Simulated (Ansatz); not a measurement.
# Quasiparticle gap of Na3MoO4Cl (P4/nmm), part 2 of 2

How far does one-shot GW move the HSE06 gap of Na3MoO4Cl (P4/nmm)?

Ansatz 0.2.0; HSE06, then G0W0 on it, plane waves, PAW. Known limits of the many-body steps: finite bands, screening cutoff and k mesh; no spin-orbit coupling in G0W0.

So far. Step 2 (HSE06 levels on the mesh and at listed points): Over mesh and listed points the gap is 5.803 eV, from k = (0.000, 0.500, 0.500) to k = Γ. The least direct gap found is 5.820 eV, at k = Γ.

In doubt: masses and optical values from hybrid runs of this build are listed as unsure (step 3), which bears on the screening that GW takes from such a start.

### 3. One-shot GW

G0W0 replaces the xc potential by a self-energy built once from the orbitals of the start. Levels are corrected in the window of bands that the input names, at points of the mesh.

This step: G0W0 on HSE06, plane waves, PAW; PAW set soft_1.

input.yaml

```yaml
crystal:
  lattice:
    - [7.4942, 0.0, 0.0]
    - [0.0, 7.4942, 0.0]
    - [0.0, 0.0, 5.3409]
  atoms:
    - { symbol: Na, position: [0.75, 0.75, 0.0] }
    - { symbol: Na, position: [0.75, 0.25, 0.0] }
    - { symbol: Na, position: [0.25, 0.25, 0.0] }
    - { symbol: Na, position: [0.25, 0.75, 0.0] }
    - { symbol: Na, position: [0.5, 0.0, 0.6389095619] }
    - { symbol: Na, position: [0.0, 0.5, 0.3610904381] }
    - { symbol: Mo, position: [0.0, 0.0, 0.5] }
    - { symbol: Mo, position: [0.5, 0.5, 0.5] }
    - { symbol: Cl, position: [0.5, 0.0, 0.155433647] }
    - { symbol: Cl, position: [0.0, 0.5, 0.844566353] }
    - { symbol: O, position: [0.810272275, 0.0, 0.7004856242] }
    - { symbol: O, position: [0.5, 0.310272275, 0.7004856242] }
    - { symbol: O, position: [0.189727725, 0.0, 0.7004856242] }
    - { symbol: O, position: [0.5, 0.689727725, 0.7004856242] }
    - { symbol: O, position: [0.310272275, 0.5, 0.2995143758] }
    - { symbol: O, position: [0.0, 0.189727725, 0.2995143758] }
    - { symbol: O, position: [0.689727725, 0.5, 0.2995143758] }
    - { symbol: O, position: [0.0, 0.810272275, 0.2995143758] }
kpoints:
  mp_grid: { grid: [2, 2, 4] }
hamiltonian:
  xc: hse06
  pseudopotentials: { kind: paw, azcp: { folder: soft_1 } }
scf:
  occupations: { method: fixed }
gw:
  n_empty_bands: 1009
  ecut_chi: 130.0
  qp_bands: [v4, c4]
  qp_kpoints: band_edges
  screening: { model: contour_deformation }
```

On the command line:

```console
$ ansatz run input.yaml --threads 2 --pin off --max-ram 92160MiB --backend cuda --events-out ev --progress --plain --runs-dir out --devices 1 --max-vram 13GiB
```

Numbers of over 12 decimals in the logs are rounded to 6 here.

Output:

```text
GPUs: using 1 of 1 available (devices: 1).
[...]
GPU FFT provider: cuFFT
GPU libraries: cuBLAS 13.8.2, cuFFT 12.4.0, cuSOLVER 12.3.4
Crystal: 18 atoms, lattice volume = 299.961 Å³
Basis set: ecut = 420 eV, 5889 PW (Γ)
Bands: 90, of which v1, the nominal top of the filled ones, is band 72 counted from 1 (71 counted from 0)
Symmetry: 16 space group operations
[...]
k-points: 9 of 16
[...]
GPU buffer pool allocated for 104976 grid points (all kernels)
[...]
SCF iter   1: F=—  HF=-25559.297780 eV  |F-HF|=—  |Δ(HF+E_count)|=         —  Δρ=1.03e-1  dr2=4.82e1  ethr=1.00e-1  ⟨swp⟩=5.7  Hψ=2389  notcnv=0
[...]
SCF iter   7: F=-25546.017338 eV  HF=-25546.017401 eV  |F-HF|=6.22e-5  |Δ(HF+E_count)|=   3.47e-4  Δρ=1.65e-4  dr2=8.45e-5  ethr=3.06e-6  ⟨swp⟩=3.1  Hψ=1975  notcnv=0
SCF 1 stopped early in 7 iterations: F = -25546.017338 eV  dr2 = 8.45e-5
[...]
GPU FFT provider: cuFFT
GPU libraries: cuBLAS 13.8.2, cuFFT 12.4.0, cuSOLVER 12.3.4
[...]
GPU buffer pool allocated for 104976 grid points (all kernels)
[...]
Frozen-core exchange: fock
SCF iter   1: F=—  HF=-25549.825846 eV  |F-HF|=—  |Δ(HF+E_count)|=         —  Δρ=1.43e-2  dr2=1.10e0  ethr=5.87e-7  ⟨swp⟩=8.0  Hψ=4258  notcnv=0
[...]
SCF iter   7: F=-25549.631023 eV  HF=-25549.631034 eV  |F-HF|=1.11e-5  |Δ(HF+E_count)|=   5.70e-5  Δρ=5.14e-5  dr2=3.32e-5  ethr=5.03e-8  ⟨swp⟩=3.2  Hψ=2127  notcnv=0
SCF 2 stopped early in 7 iterations: F = -25549.631023 eV  dr2 = 3.32e-5
[...]
hybrid outer 1: dexx = +4.889e-2 eV, tail = 2.03e-4 eV
GPU FFT provider: cuFFT
GPU libraries: cuBLAS 13.8.2, cuFFT 12.4.0, cuSOLVER 12.3.4
GPU buffer pool allocated for 104976 grid points (all kernels)
[...]
Frozen-core exchange: fock
SCF iter   1: F=—  HF=-25549.630096 eV  |F-HF|=—  |Δ(HF+E_count)|=         —  Δρ=8.39e-5  dr2=1.42e-5  ethr=7.05e-7  ⟨swp⟩=3.0  Hψ=1843  notcnv=0
[...]
SCF iter   5: F=-25549.630097 eV  HF=-25549.630097 eV  |F-HF|=1.54e-9  |Δ(HF+E_count)|=   5.84e-8  Δρ=8.38e-7  dr2=3.87e-8  ethr=3.67e-12 (applied; sched 1.49e-12)  ⟨swp⟩=4.0  Hψ=4289  notcnv=0
eigensolver tolerance schedule: the retry pair's looser diagonalisation over-reported the residual by 0.25 of it (diagonalisation noise at 0.25 of the residual, at the tolerance the schedule requests for it); recorded, not acted on — ethr = c·dr2/N_el stays at c = 1.0e-1
SCF 3 converged in 5 iterations: F = -25549.630097 eV  dr2 = 3.87e-8
[...]
NSCF: frozen V_eff on 9 k-points
Exchange-term sweep: 0 of 9 (spin, k) points
Exchange-term sweep: 1 of 9 (spin, k) points
Exchange-term sweep: 2 of 9 (spin, k) points
Exchange-term sweep: 3 of 9 (spin, k) points
Exchange-term sweep: 4 of 9 (spin, k) points
Exchange-term sweep: 5 of 9 (spin, k) points
Exchange-term sweep: 6 of 9 (spin, k) points
Exchange-term sweep: 7 of 9 (spin, k) points
Exchange-term sweep: 8 of 9 (spin, k) points
Exchange-term sweep: 9 of 9 (spin, k) points
G₀W₀ screening: q 1/9
[... further progress lines ...]
[...]
Free energy (F): -25549.630096 eV
Frozen-core exchange: fock
[...]
Internal energy: -25549.630096 eV  (E = F + TS)
E sigma→0 (E₀):  -25549.630096 eV
Fermi energy:    1.236525 eV
[...]
--- Band table (eV; the first three rows and the last of 9) ---
  k-point 0: bands = [... 68 lower, 0.9119, 1.0873, 1.0873, 1.2195, 7.0396, 7.1025, 7.4193, 7.5902, ... 5 higher]
  k-point 1: bands = [... 68 lower, 1.0769, 1.1521, 1.1521, 1.2084, 7.1365, 7.3390, 7.5851, 7.6048, ... 5 higher]
  k-point 2: bands = [... 68 lower, 1.1965, 1.1972, 1.2305, 1.2305, 7.2347, 7.4803, 7.6193, 7.7294, ... 5 higher]
  k-point 8: bands = [... 68 lower, 1.0347, 1.0347, 1.2268, 1.2268, 7.3788, 7.3788, 7.6920, 7.6920, ... 5 higher]
  guard bands above this table: 9 of the run's 90 bands. The solve was not asked for them (output.publish_guard_bands: true or output.eigenvalues: true publishes all)
--- G₀W₀: contour deformation, 6 samples at zero and on the imaginary axis and 0 off it, 16 q-points, 1009 empty bands' worth ---
  eigenvalues of the whole cell's RPA ε∞ on this k-mesh (on a slab, of 1 + 4πα/V) = 2.2614, 2.2614, 2.2743; static W/v taken at q = 0 is 0.441717
  bands read: the sum over 1081 bands ends inside a degenerate multiplet in 7 slots, whose members it reads at an even weight; the widest, k=2: bands 1081 to 1082 (counted from 1) at 1/2 each
  gw.qp_kpoints: band_edges: 9 of 9 stored k-points solved, in 1 pass; an edge of the gap read off the rows below is read off those points alone
    ik  band        ε_KS         Σx   Σc(E_QP)       V_xc       Z   E_QP_lin       E_QP  E_QP is
     0    69      0.9119   -24.8557     3.6877   -20.6787  0.7831     0.4200     0.4225  root
     0    70      1.0873   -24.7054     3.5269   -20.6389  0.7873     0.5448     0.5477  root
     0    71      1.0873   -24.7054     3.5269   -20.6389  0.7873     0.5448     0.5477  root
     0    72      1.2195   -25.2189     3.5980   -21.1789  0.7838     0.7755     0.7775  root
     0    73      7.0396   -14.8679    -3.6853   -20.0485  0.8240     8.5505     8.5349  root
     0    74      7.1025   -12.8543    -3.5302   -17.7077  0.8355     8.4371     8.4257  root
     0    75      7.4193   -14.7319    -3.6525   -19.8711  0.8239     8.9216     8.9059  root
     0    76      7.5902   -16.3504    -3.6352   -21.6203  0.8125     9.2452     9.2249  root
     1    69      1.0769   -24.1734     3.3092   -20.2150  0.7938     0.4236     0.4277  root
     1    70      1.1521   -24.9748     3.5923   -20.8874  0.7855     0.6546     0.6571  root
     1    71      1.1521   -24.9748     3.5923   -20.8874  0.7855     0.6546     0.6571  root
     1    72      1.2084   -25.2209     3.6004   -21.1762  0.7839     0.7621     0.7641  root
     1    73      7.1365   -15.1978    -3.6892   -20.4101  0.8216     8.6760     8.6595  root
     1    74      7.3390   -15.0058    -3.6213   -20.1423  0.8233     8.8703     8.8543  root
     1    75      7.5851   -15.6367    -3.6443   -20.8539  0.8182     9.1761     9.1580  root
     1    76      7.6048   -16.3763    -3.6392   -21.6536  0.8121     9.2633     9.2428  root
     2    69      1.1965   -23.9139     3.1454   -20.0532  0.7984     0.4763     0.4812  root
     2    70      1.1972   -25.2233     3.6029   -21.1739  0.7840     0.7488     0.7508  root
     2    71      1.2305   -25.0698     3.5779   -21.0021  0.7859     0.7383     0.7407  root
     2    72      1.2305   -25.0698     3.5779   -21.0021  0.7859     0.7383     0.7407  root
     2    73      7.2347   -15.5429    -3.6966   -20.7918  0.8190     8.8046     8.7870  root
     2    74      7.4803   -15.6836    -3.6352   -20.8924  0.8192     9.0716     9.0538  root
     2    75      7.6193   -16.4022    -3.6433   -21.6869  0.8117     9.2813     9.2607  root
     2    76      7.7294   -16.3681    -3.6280   -21.6408  0.8133     9.3944     9.3740  root
     3    69      1.1173   -23.9820     3.1938   -20.0785  0.7975     0.4029     0.4077  root
     3    70      1.1173   -23.9820     3.1938   -20.0785  0.7975     0.4029     0.4077  root
     3    71      1.1326   -25.0966     3.6138   -21.0205  0.7842     0.6682     0.6704  root
     3    72      1.1326   -25.0966     3.6138   -21.0205  0.7842     0.6682     0.6704  root
     3    73      7.2971   -15.5004    -3.6547   -20.7091  0.8192     8.8685     8.8510  root
     3    74      7.2971   -15.5004    -3.6547   -20.7091  0.8192     8.8685     8.8510  root
     3    75      7.3269   -14.5337    -3.6368   -19.6371  0.8257     8.8084     8.7934  root
     3    76      7.3269   -14.5337    -3.6368   -19.6371  0.8257     8.8084     8.7934  root
     4    69      1.0880   -24.6479     3.4843   -20.6040  0.7888     0.5253     0.5285  root
     4    70      1.0880   -24.6479     3.4843   -20.6040  0.7888     0.5253     0.5285  root
     4    71      1.1699   -25.0094     3.5810   -20.9440  0.7854     0.6831     0.6855  root
     4    72      1.1699   -25.0094     3.5810   -20.9440  0.7854     0.6831     0.6855  root
     4    73      7.3525   -15.6832    -3.6616   -20.9148  0.8177     8.9406     8.9225  root
     4    74      7.3525   -15.6832    -3.6616   -20.9148  0.8177     8.9406     8.9225  root
     4    75      7.4916   -15.4800    -3.6427   -20.6790  0.8199     9.0653     9.0479  root
     4    76      7.4916   -15.4800    -3.6427   -20.6790  0.8199     9.0653     9.0479  root
[...]
7    73      7.3460   -15.6739    -3.6712   -20.9114  0.8179     8.9303     8.9123  root
     7    74      7.3460   -15.6739    -3.6712   -20.9114  0.8179     8.9303     8.9123  root
     7    75      7.5389   -15.6265    -3.6416   -20.8359  0.8188     9.1246     9.1067  root
     7    76      7.5389   -15.6265    -3.6416   -20.8359  0.8188     9.1246     9.1067  root
     8    69      1.0347   -24.3426     3.3785   -20.3597  0.7908     0.4266     0.4302  root
     8    70      1.0347   -24.3426     3.3785   -20.3597  0.7908     0.4266     0.4302  root
     8    71      1.2268   -25.3235     3.6645   -21.2227  0.7832     0.7886     0.7905  root
     8    72      1.2268   -25.3235     3.6645   -21.2227  0.7832     0.7886     0.7905  root
     8    73      7.3788   -15.7369    -3.6780   -20.9875  0.8173     8.9695     8.9513  root
     8    74      7.3788   -15.7369    -3.6780   -20.9875  0.8173     8.9695     8.9513  root
     8    75      7.6920   -16.3448    -3.6222   -21.6056  0.8139     9.3507     9.3306  root
     8    76      7.6920   -16.3448    -3.6222   -21.6056  0.8139     9.3507     9.3306  root
```

Run time: 3.1 min. Hardware: 1 × NVIDIA H100 80GB HBM3 (shared by 6 runs) with 2 threads of AMD EPYC 7R13 (Zen 3), shared host; peak memory 3.6 GiB; 3.9 min of CPU time.

Numbers from this step:

- bands summed: 1081
- RPA ε∞ on this mesh (eigenvalues): 2.261, 2.261, 2.274
- plane waves in the screening matrix: 1001
- q-points in the mesh: 16
- G0W0 gap over the corrected points: 7.635 eV
- k of the valence top: -0.5, -0.5, -0.5
- k of the conduction bottom: 0, 0, 0
- starting gap on the mesh: 5.803 eV
- Z at the valence top: 0.7832
- Z at the conduction bottom: 0.8355
- least direct G0W0 gap over the corrected points: 7.648 eV

Over all 9 irreducible mesh points the G0W0 gap is 7.635 eV, from k = (-0.500, -0.500, -0.500) to k = Γ. The HSE06 gap of this run on the mesh is 5.803 eV. Other states bound it: the two that bound the G0W0 gap lie 5.876 eV apart in HSE06, so state for state the correction is 7.635 − 5.876 = +1.759 eV, while gap against gap it is 7.635 − 5.803 = +1.832 eV.

Labels follow the order of the start: v1 is the top filled band, c1 the lowest empty one; levels that stay degenerate share a row, the window can cut a multiplet, doubted levels are not marked in this list, bands outside the window were not corrected, and the list may be a part of the corrected levels. Levels before and after the correction, in eV, zero at the valence-band top of each column:

```csv
,conduction bottom,valence top
HSE06,5.80,0.00
G0W0,7.64,0.00
```

```
                        level  occupation  energy (eV)
HSE06                 Γ v3-v2           2       -0.149
HSE06                    Γ v1           2       -0.017
HSE06                    Γ c1           0        5.803
HSE06                    Γ c2           0        5.866
HSE06                    Γ c3           0        6.183
HSE06     (-0.5 -0.5 -0.5) v3           2       -0.202
HSE06  (-0.5 -0.5 -0.5) v2-v1           2       -0.010
HSE06  (-0.5 -0.5 -0.5) c1-c2           0        6.142
HSE06     (-0.5 -0.5 -0.5) c3           0        6.455
 G0W0                 Γ v3-v2           2       -0.243
 G0W0                    Γ v1           2       -0.013
 G0W0                    Γ c1           0        7.744
 G0W0                    Γ c2           0        7.635
 G0W0                    Γ c3           0        8.115
 G0W0     (-0.5 -0.5 -0.5) v3           2       -0.360
 G0W0  (-0.5 -0.5 -0.5) v2-v1           2        0.000
 G0W0  (-0.5 -0.5 -0.5) c1-c2           0        8.161
 G0W0     (-0.5 -0.5 -0.5) c3           0        8.540
```

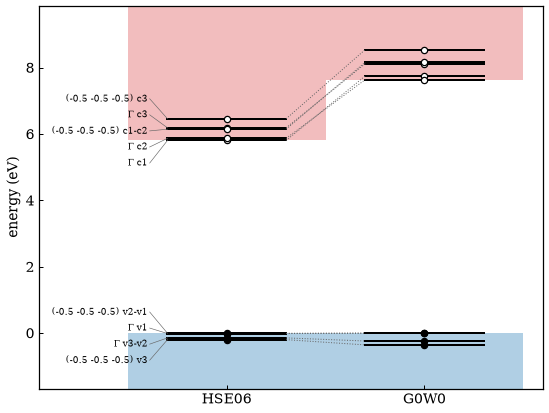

Levels before and after the correction. Shaded: valence and conduction bands. Filled marks are occupied levels, open marks empty ones.

The parts of the quasiparticle energy for the two states that bound the G0W0 gap, in eV on the run's own scale (QP = start + Σx + Σc − Vxc, with Σc at the quasiparticle energy):

```
             edge                         k  band  start       Σx      Σc      Vxc      Z     QP
      valence top  (-0.500, -0.500, -0.500)    71  1.227  −25.323   3.664  −21.223  0.783  0.790
conduction bottom                         Γ    74  7.103  −12.854  −3.530  −17.708  0.836  8.426
```

For a hybrid start, Vxc holds its share of exact exchange.

### 4. Side by side

Each gap is the least one over the points named; times are wall times on shared hosts, not benchmarks. A G0W0 time includes the run's own self-consistent start. Runs with listed points see these and the mesh alone, so an edge that moves elsewhere is missed.

| level | mesh | files, cutoff | bands summed, screening | points | gap (eV) | valence top | conduction bottom | least direct gap (eV) | time |
| --- | --- | --- | --- | --- | --- | --- | --- | --- | --- |
| HSE06 | 2×2×4 | soft_1 PAW, 420 eV | - | mesh and listed points | 5.803 | (0.000, 0.500, 0.500) | Γ | 5.820 | 40 s |
| G0W0@HSE06 | 2×2×4 | soft_1 PAW, 420 eV | 1081, 130 eV | all 9 irreducible mesh points | 7.635 | (-0.500, -0.500, -0.500) | Γ | 7.648 | 3.1 min |

### 5. Outcome

| Item | Value |
| --- | --- |
| HSE06 gap over mesh and listed points | 5.803 eV, from k = (0.000, 0.500, 0.500) to k = Γ |
| G0W0@HSE06 gap over all 9 irreducible mesh points | 7.635 eV, from k = (-0.500, -0.500, -0.500) to k = Γ |
| GW settings | 2×2×4 mesh, 1009 empty bands, screening to 130 eV, PAW set soft_1 files |
| known limits | finite bands, screening cutoff and k mesh; no spin-orbit coupling in G0W0 |

In words: Over all 9 irreducible mesh points the G0W0 gap is 7.635 eV, from k = (-0.500, -0.500, -0.500) to k = Γ. The HSE06 gap of this run on the mesh is 5.803 eV. Other states bound it: the two that bound the G0W0 gap lie 5.876 eV apart in HSE06, so state for state the correction is 7.635 − 5.876 = +1.759 eV, while gap against gap it is 7.635 − 5.803 = +1.832 eV. The valence state moves by 0.790 − 1.227 = −0.437 eV and the conduction state by 8.426 − 7.103 = +1.323 eV, on the run's own scale; how far single levels stand from their limit in bands is not shown. Both edges that HSE06 shows over mesh and listed points lie at k points where levels were corrected. G0W0 has the valence top at another k point than that. Levels at other points were not corrected, so a lower G0W0 gap elsewhere in the zone is not ruled out. No second run with other bands and screening cutoff is shown, so the distance to the basis limit is not known. On another start, G0W0@PBE runs of this series (2×2×4 mesh, soft_1 PAW; not shown as steps) give 7.373 eV with 237 bands and 39 eV, 7.099 eV with 541 bands and 78 eV and 7.084 eV with 1081 bands and 130 eV. G0W0 on other starts in this series, not shown as steps and not all at these settings: 7.084 eV on PBE (2×2×4, soft_1 PAW, 1081 bands, 130 eV) and 7.321 eV on r2SCAN (2×2×4, soft_1 PAW, 1081 bands, 130 eV). Two runs of this series at another level, not shown as steps, test spin-orbit coupling. PBE+SOC against PBE: 4.309 − 4.314 = −0.005 eV. Mesh, set of files and cutoff are the same, but the valence top lies at another k point, so this need not be the shift of one pair of states. The spin-orbit run sees mesh and listed points alone, so its gap is an upper bound: the coupling can move an edge off these points, and the change over the zone, its sign included where it is small, is not known. What spin-orbit coupling does to the G0W0 levels was not computed, so no sum with the G0W0 gap is formed. The G0W0 runs are scalar-relativistic. No pair of G0W0 runs that differ in the mesh alone is shown (2×2×4 is a supercell whose nearest images lie 15 Å apart), so the error from the mesh is not known here. G0W0 is shown with one set of atomic data (soft_1 PAW), so the error from the files is not known here.

[Paths, hosts, dates, memory and timing lines, banners, echoed tables and standing remarks are left out of the program output.]

[Logs are printed without paths, hosts, clocks, repeated set-up lines and the standing remarks that a program may print on its own settings, such as how far it seeks lower states.]

[Runs of the session that timed out or met a known fault of the program may be left out.]

[Cells called generated may have been cut or substituted from an entry of the Crystallography Open Database or the Materials Project.]

[Hosts, paths, dates, database ids (printed as entryN), source tags and the programs' standing remarks are cut or masked in the printed files.]

[Where an RPA ε∞ is given, it is that of the G0W0 mesh and is not shown converged in it. Names of k-points follow the symmetry that the program found, which can be lower than the space group named. Band edges on a path are those of the sampled points; other points can move an edge, and change direct to indirect where valleys lie close.]

[Hybrid gaps are those of their k-mesh and are not shown converged in it.]
